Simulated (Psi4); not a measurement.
# [AlH4]− (SMILES [AlH4-]): HF/cc-pVTZ (density fitting with cc-pvtz-jkfit, sweep point 4)

Aim: the vertical ionisation energy of [AlH4]− at HF/cc-pVTZ (density fitting with cc-pvtz-jkfit, sweep point 4), from 2 runs. 

The results are computed with Psi4 1.11.

2 further runs of the same task are left out: 2 set aside as unsound or not needed.

### Step 1. The structure to begin with

The species is [AlH4]− (5 atoms), meant as a singlet with charge -1. SMILES: `[AlH4-]`. Geometry: a GFN2-xTB relaxation, a rough one for these elements and not checked as a minimum.

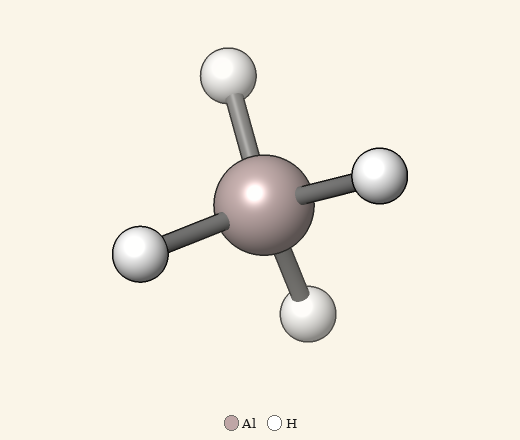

The structure, seen from a chosen angle (aluminium light grey, hydrogen white).

### Step 2. The energy at HF/cc-pVTZ (density fitting with cc-pvtz-jkfit, sweep point 4)

The input, job.in:

```
memory 1.6 GB

molecule system {
  -1 1
  Al    -0.00003779     0.00011338    -0.00204090
  H      2.72783856    -0.95293219     1.05146251
  H     -2.23548931    -1.14233944     1.77469850
  H     -0.38520177    -0.97723407    -2.89262268
  H     -0.10709078     3.07241122     0.06850257
  units au
  symmetry c1
}

set puream true
set scf_type df
set df_basis_scf cc-pvtz-jkfit

e, wfn = energy("hf/cc-pVTZ", return_wfn=True)
```

On the command line:

```sh
$ psi4 -n 1 job.in job.out
```

job.out:

```text
[...]
  Running in c1 symmetry.
[...]
  Nuclear repulsion =   18.102884363481468
[...]
  Multiplicity = 1
[...]
  Nalpha       = 9
  Nbeta        = 9
[...]
    Number of basis functions: 90
[...]
   @DF-RHF iter   1:  -244.22116211556897   -6.73328e-01   1.78050e-03 ADIIS/DIIS
[...]
   @DF-RHF iter   6:  -244.24692366378099   -1.32271e-07   3.27572e-07 DIIS
[...]
    Orbital Energies [Eh]
    ---------------------
    Doubly Occupied:
       1A    -58.211563     2A     -4.627866     3A     -2.942342
       4A     -2.942341     5A     -2.942337     6A     -0.356899
       7A     -0.195648     8A     -0.195454     9A     -0.195338
[...]
  @DF-RHF Final Energy:  -244.24692366378099
   => Energetics <=
    Nuclear Repulsion Energy =             18.1028843634814685
    One-Electron Energy =                -379.4800061296577951
    Two-Electron Energy =                 117.1301981023953545
    Total Energy =                       -244.2469236637809900
[...]
 Multipole Moments:
 ------------------------------------------------------------------------------------
     Multipole            Electronic (a.u.)      Nuclear  (a.u.)        Total (a.u.)
 ------------------------------------------------------------------------------------
 L = 1.  Multiply by 2.5417464519 to convert [e a0] to [Debye]
 Dipole X            :         -0.0001933            0.0000930           -0.0001002
 Dipole Y            :          0.0006454           -0.0002453            0.0004001
 Dipole Z            :         -0.0086268            0.0045670           -0.0040597
 Magnitude           :                                                    0.0040806
[...]
```

Run time: 1.7 s. Hardware: 1 thread of Intel Xeon Platinum 8488C (Sapphire Rapids), shared host; peak memory 0.29 GiB.

### Step 3. Doublet neutral AlH4

The input, input.inp:

```
memory 1600 mb

molecule {
  0 2
  Al    -0.00003779     0.00011338    -0.00204090
  H      2.72783856    -0.95293219     1.05146251
  H     -2.23548931    -1.14233944     1.77469850
  H     -0.38520177    -0.97723407    -2.89262268
  H     -0.10709078     3.07241122     0.06850257
  units au
  symmetry c1
}

set globals {
  basis        cc-pVTZ
  reference    uhf
  puream       true
  scf_type     df
  df_basis_scf cc-pvtz-jkfit
  maxiter      150
}

e_tot, wfn = energy('hf', return_wfn=True)
print_variables()
```

On the command line:

```sh
$ psi4 -i input.inp -o input.out -n 1
```

input.out:

```text
[...]
  Running in c1 symmetry.
[...]
  Nuclear repulsion =   18.102884363481468
[...]
  Multiplicity = 2
[...]
  Nalpha       = 9
  Nbeta        = 8
[...]
    Number of basis functions: 90
[...]
   @DF-UHF iter   1:  -244.05710327378827   -5.09269e-01   1.73304e-03 ADIIS/DIIS
[...]
   @DF-UHF iter  14:  -244.09473868371228   -3.65382e-08   4.56183e-07 DIIS
[...]
   @S^2 Observed:                8.297737362E-01
[...]
    Orbital Energies [Eh]
    ---------------------
    Alpha Occupied:
       1A    -58.471380     2A     -4.887857     3A     -3.206899
       4A     -3.200262     5A     -3.199824     6A     -0.669230
       7A     -0.576741     8A     -0.454645     9A     -0.401311
    Alpha Virtual:
      10A      0.112573    11A      0.112664    12A      0.117723
      13A      0.196880    14A      0.236830    15A      0.239994
      16A      0.251953    17A      0.256126    18A      0.273292
      19A      0.278093    20A      0.360481    21A      0.374602
      22A      0.402268    23A      0.533534    24A      0.564483
      25A      0.602759    26A      0.608854    27A      0.722079
[...]
  @DF-UHF Final Energy:  -244.09473868371228
   => Energetics <=
    Nuclear Repulsion Energy =             18.1028843634814685
    One-Electron Energy =                -375.0290890484567399
    Two-Electron Energy =                 112.8314660012630100
    Total Energy =                       -244.0947386837122792
  UHF NO Occupations:
  HONO-2 :    7  A 1.9998098
  HONO-1 :    8  A 1.9595910
[...]
 Multipole Moments:
 ------------------------------------------------------------------------------------
     Multipole            Electronic (a.u.)      Nuclear  (a.u.)        Total (a.u.)
 ------------------------------------------------------------------------------------
 L = 1.  Multiply by 2.5417464519 to convert [e a0] to [Debye]
 Dipole X            :          0.1280312            0.0000930            0.1281243
 Dipole Y            :         -0.5341074           -0.0002453           -0.5343527
 Dipole Z            :          0.7135320            0.0045670            0.7180990
 Magnitude           :                                                    0.9042206
[...]
```

Run time: 1.9 s. Hardware: 1 thread of Intel Xeon Platinum 8488C (Sapphire Rapids), shared host; peak memory 0.29 GiB.

### Step 4. Results

At HF/cc-pVTZ (density fitting with cc-pvtz-jkfit, sweep point 4):

```
                                                              quantity          value
                                         singlet [AlH4]−: total energy  -244.24692 Eh
                                          singlet [AlH4]−: HOMO energy       -5.32 eV
                                          singlet [AlH4]−: LUMO energy        8.22 eV
singlet [AlH4]−: HOMO–LUMO gap (to an unbound level, set by the basis)       13.53 eV
                                    doublet neutral AlH4: total energy  -244.09474 Eh
                                   doublet neutral AlH4: dipole moment         2.30 D
              doublet neutral AlH4: HOMO energy (highest over α and β)      -10.29 eV
               doublet neutral AlH4: LUMO energy (lowest over α and β)       -3.09 eV
                                            doublet neutral AlH4: ⟨S²⟩          0.830
                   vertical detachment energy (to the doublet neutral)       4.141 eV
```

What this shows: The vertical ionisation energy comes to 4.14 eV (95 kcal/mol). −ε(HOMO) before ionisation, 5.32 eV, is 1.17 eV above this ionisation energy.
